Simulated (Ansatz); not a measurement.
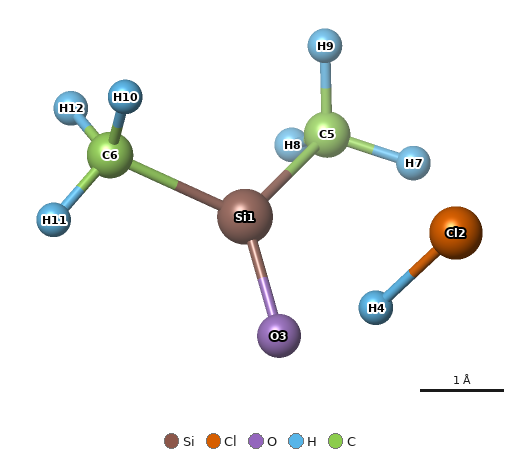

The input geometry (ball-and-stick view, seen at a tilt; atoms are numbered from 1 in the order of the input). Bond lengths as drawn: Cl–H 1.48 Å, C–H 1.10 to 1.11 Å, C–Si 1.87 Å and O–Si 1.58 Å.

## Phonon calculation, with input and output: C2H7ClOSi

C2H7ClOSi, computed with RKS PBE-D4/6-31G* (Ansatz 0.2.0).

It belongs to a series of runs on one base structure; here: vibrations at the highest image of the band. Figures and captions count atoms from 1; the log counts them from 0 in places.

Input file:
```yaml
crystal:
  periodic: [false, false, false]
  atoms:
    - { symbol: Si, position_ang: [-0.265388, 0.164009, -0.340835] }
    - { symbol: Cl, position_ang: [1.991581, -1.2435, -1.964588] }
    - { symbol: O, position_ang: [-0.359176, 0.256015, -1.915426] }
    - { symbol: H, position_ang: [0.822943, -0.377059, -2.216053] }
    - { symbol: C, position_ang: [1.057274, 1.008776, 0.667747] }
    - { symbol: C, position_ang: [-1.605196, -0.693689, 0.637066] }
    - { symbol: H, position_ang: [1.937302, 1.210331, 0.03893] }
    - { symbol: H, position_ang: [0.667794, 1.965727, 1.0623] }
    - { symbol: H, position_ang: [1.358107, 0.383921, 1.525535] }
    - { symbol: H, position_ang: [-1.255104, -1.711479, 0.89197] }
    - { symbol: H, position_ang: [-2.519407, -0.792015, 0.031699] }
    - { symbol: H, position_ang: [-1.830527, -0.171037, 1.581755] }
basis:
  gaussian: { orbitals: "6-31G*" }
hamiltonian:
  xc: pbe
  dispersion: d4
phonons: {}
```

Run on 2 threads of Arm Neoverse V1, 24 GiB of memory available, shared host.

Launched with:
```bash
ansatz run input.yaml --threads 2 --pin off --max-ram 3072MiB --backend cpu --events-out ev --progress --plain --runs-dir out
```

The program's output:
```
Engine: ansatz 0.2.0, aarch64-unknown-linux-gnu
Functional definition: PBE
  parameter kappa = 0.804
  parameter beta = 0.06672455060314922
  exchange = pbe_x(kappa = kappa, mu = beta*pi^2/3)
  correlation = pbe_c(beta = beta)
1214 factors; their error is unknown
mean field evaluation 1: about -24605.9556 eV, gradient 8.5e1 eV
mean field evaluation 2: about -24540.8293 eV, gradient 1.7e2 eV
mean field evaluation 4: about -24620.7899 eV, gradient 8.0e0 eV
mean field evaluation 8: about -24620.9854 eV, gradient 3.4e-1 eV
mean field evaluation 16: about -24620.9067 eV, gradient 3.9e-4 eV
mean field -24620.90672270 eV, -904.8016334092 hartree, gradient 1.4e-5 eV, S^2 0.000000; 0 other end points of the search recorded, 0 dependent functions left out
the calculation of the forces begins
reference -24620.90675397 eV, -904.8016345583 hartree; 29, 29 occupied and 68, 68 virtual orbitals, 1214 factors
these checks for a lower state are left out or cut short: stability, starts, cluster_reference, orbital_swaps, neighbouring_geometries, increment
1214 factors; their error is unknown
mean field -24620.90663424 eV, -904.8016301584 hartree, gradient 8.3e-7 eV, S^2 0.000000; 0 other end points of the search recorded, 0 dependent functions left out
[... from here on the field's lines of each further geometry are left out, up to the last ...]
the calculation of the forces begins
reference -24620.90668055 eV, -904.8016318604 hartree; 29, 29 occupied and 68, 68 virtual orbitals, 1214 factors
these checks for a lower state are left out or cut short: stability, starts, cluster_reference, orbital_swaps, neighbouring_geometries, increment
1214 factors; their error is unknown
mean field evaluation 448: about -24620.9066 eV, gradient 2.1e-5 eV
mean field -24620.90664256 eV, -904.8016304640 hartree, gradient 1.6e-6 eV, S^2 0.000000; 0 other end points of the search recorded, 0 dependent functions left out
the calculation of the forces begins
reference -24620.90667382 eV, -904.8016316131 hartree; 29, 29 occupied and 68, 68 virtual orbitals, 1214 factors
WARN: phonons: modes at or below zero, which the zero-point energy, F, S and C_V leave out: 1, the lowest at -383.99 cm⁻¹. A minimum has none, and a first-order saddle one
Total energy: -24621.17780749 eV, -904.8115955914 hartree
Atom 0 at    -0.265388     0.164009    -0.340835 Å, force     0.002746    -0.001437     0.003076 eV/Å
Atom 1 at     1.991581    -1.243500    -1.964588 Å, force    -0.000105     0.000387     0.000997 eV/Å
Atom 2 at    -0.359176     0.256015    -1.915426 Å, force    -0.003037    -0.000013    -0.001665 eV/Å
Atom 3 at     0.822943    -0.377059    -2.216053 Å, force     0.001883    -0.001478    -0.000645 eV/Å
Atom 4 at     1.057274     1.008776     0.667747 Å, force    -0.001872     0.001966    -0.000991 eV/Å
Atom 5 at    -1.605196    -0.693689     0.637066 Å, force     0.003834     0.004649     0.001642 eV/Å
Atom 6 at     1.937302     1.210331     0.038930 Å, force    -0.000153    -0.000121    -0.000129 eV/Å
Atom 7 at     0.667794     1.965727     1.062300 Å, force     0.000407    -0.000259     0.000741 eV/Å
Atom 8 at     1.358107     0.383921     1.525535 Å, force     0.000206    -0.000442    -0.000306 eV/Å
Atom 9 at    -1.255104    -1.711479     0.891970 Å, force    -0.001439    -0.000808    -0.002603 eV/Å
Atom 10 at    -2.519407    -0.792015     0.031699 Å, force    -0.001910    -0.000398     0.000351 eV/Å
Atom 11 at    -1.830527    -0.171037     1.581755 Å, force    -0.000559    -0.002045    -0.000466 eV/Å
Dipole moment:    -0.597793     0.381039     1.116373 e Å
Vibrations: -383.99 30.00 59.27 76.45 124.82 206.71 251.86 300.24 595.29 614.30 678.24 697.34 783.27 800.66 823.65 844.96 1101.45 1211.68 1266.88 1270.39 1419.33 1425.63 1428.04 1433.64 2986.69 2989.31 3067.24 3068.89 3106.67 3113.14 cm⁻¹, zero-point energy 2.217831 eV
```

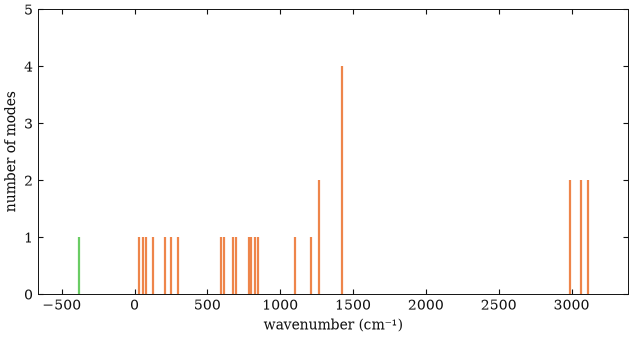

Harmonic vibrational wavenumbers from the force constants; neighbouring modes closer than 16 cm⁻¹ are counted in one stick, and imaginary ones are drawn at negative wavenumbers. 30 modes from 384i to 3113 cm⁻¹, 1 imaginary beyond 8i (384i cm⁻¹): a first-order saddle point, if the geometry is stationary.

Key numbers:

```json
{"quantity": "outcome", "value": "converged"}
{"quantity": "total energy", "value": "−24621.1778 eV"}
{"quantity": "mean-field energy", "value": "−24620.9068 eV"}
{"quantity": "largest force (length of the vector)", "value": "0.006 eV/Å"}
{"quantity": "wall time", "value": "90 s (CPU time 2.9 min)"}
{"quantity": "peak memory", "value": "0.14 GiB"}
```
